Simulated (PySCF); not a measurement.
H7NPSi (SMILES N[SiH2][PH3+]) (charge +1)

```yaml
atoms:
  - { symbol: N, position_ang: [-1.7192, -0.6878, -0.0278] }
  - { symbol: Si, position_ang: [-0.7137, 0.6432, -0.2451] }
  - { symbol: P, position_ang: [1.5438, -0.0067, 0.1859] }
  - { symbol: H, position_ang: [-1.9946, -1.3098, -0.7811] }
  - { symbol: H, position_ang: [-2.1744, -0.9095, 0.8520] }
  - { symbol: H, position_ang: [-0.5582, 1.0701, -1.6538] }
  - { symbol: H, position_ang: [-0.8416, 1.6925, 0.7912] }
  - { symbol: H, position_ang: [2.0585, -0.9498, -0.7324] }
  - { symbol: H, position_ang: [1.7304, -0.6247, 1.4430] }
  - { symbol: H, position_ang: [2.4974, 1.0382, 0.1722] }
```

Geometry: PBE0-D3(BJ)/def2-SVP.

Level of theory: PBE0/pcSseg-1, SCF density, gas phase, non-relativistic (PySCF).

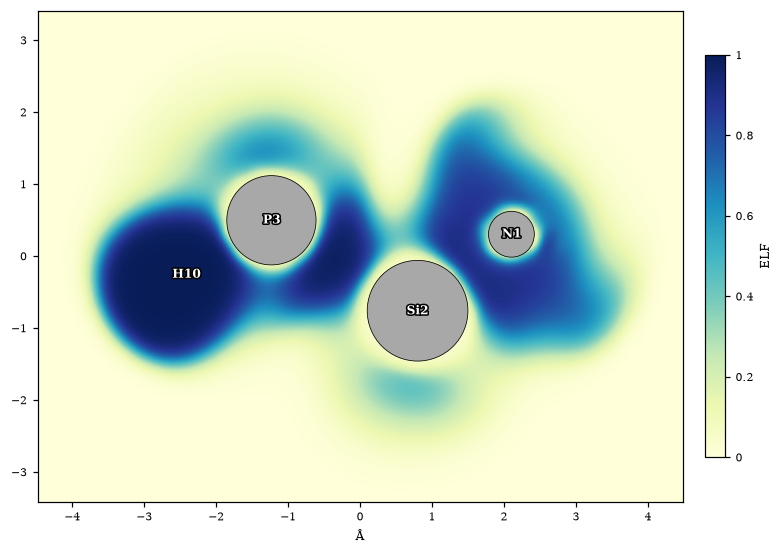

Figure 1. ELF on the plane of atoms N1, Si2 and P3. Grey discs cover the atomic cores.

### Interpret the plot.

Atoms in the plane: N, Si, P and H.
Si–N (1.68 Å): the ELF peaks at about 0.90 between the atoms, as expected for a polar covalent bond.
Si–P (2.39 Å): the ELF peaks at about 1 between the atoms; a shared electron pair.
P–H (1.41 Å): the ELF climbs to about 1 towards the hydrogen, as it does in any bond to H.

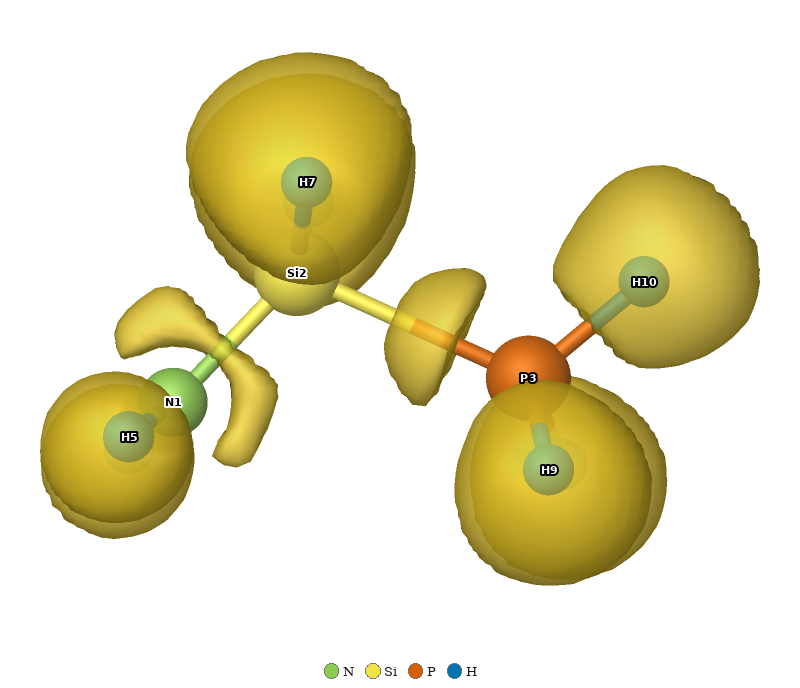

Figure 2. Isosurface of the ELF at 0.85 (yellow), seen across its widest extent. Core shells and regions of very low density are left out.

### Where are the electrons localised?

At this value the surface marks out one region between bonded N–Si atoms (shared pairs), one region between bonded P–Si atoms (shared pairs) and seven regions around hydrogen nuclei.
